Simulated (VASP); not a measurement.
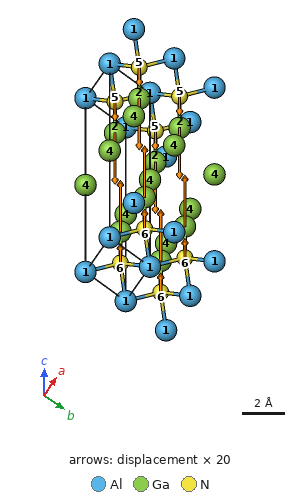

A relaxation of crystalline AlGa3N2 (a generated structure, set up in P-3m1). The starting structure is drawn; orange arrows show the displacements (the part carried along by the change of the cell is left out), magnified 20 times.

A ball-and-stick model of the cell of the calculation, repeated 2 × 2 × 1 with one cell outlined, seen from a free direction.

The run lets cell and atoms move.

All numbers below come from Kohn-Sham DFT of a periodic cell, PBE, VASP PAW PBE potentials, recommended in VASP.

The input:
```
PREC     = Accurate       # precision mode
ENCUT    = 520            # plane-wave cutoff, eV
EDIFF    = 1E-6           # SCF threshold, eV
ISMEAR   = 0              # smearing method
SIGMA    = 0.1            # smearing width, eV
LREAL    = False          # projectors in reciprocal space
LASPH    = True           # aspherical terms in the spheres
NELM     = 120            # most SCF steps
ALGO     = Normal         # electronic algorithm
ISIF     = 3              # what is computed and relaxed
LWAVE    = False          # write WAVECAR
LCHARG   = False          # write CHGCAR
GGA      = PE             # functional
IBRION   = 2              # ionic algorithm
NSW      = 90             # ionic steps
EDIFFG   = -0.01          # ionic threshold
KPAR     = 4
```

Launched with:
```bash
cat potpaw_PBE.64/Al/POTCAR potpaw_PBE.64/Ga_d/POTCAR potpaw_PBE.64/N/POTCAR > POTCAR
mpirun -np 4 vasp_std > vasp.out
```

Which element moves most?

Answer. Gallium: up to 0.15 Å, against 0.06 Å for nitrogen.

Describe the change and its energy.

Answer. After 16 geometry steps the energy has fallen by 0.220 eV per cell of the calculation. Largest force component: 0.49 eV/Å at the start, 0.0019 eV/Å at the end. The pressure goes from −1.12 to −0.03 GPa. The largest moves relative to the cell, 0.15 Å, are those of Ga atoms. Largest moves by element: Ga 0.15 Å, N 0.06 Å. Al stays in place. The volume changes by −2.3 %, with a = b 3.110 → 3.174 Å (+2.0 %), c 10.089 → 9.465 Å (−6.2 %). Some distances before and after: Al–N 2.043 → 2.074 Å, Ga–N 1.822 → 1.802 Å. The space group stays P-3m1 (No. 164).
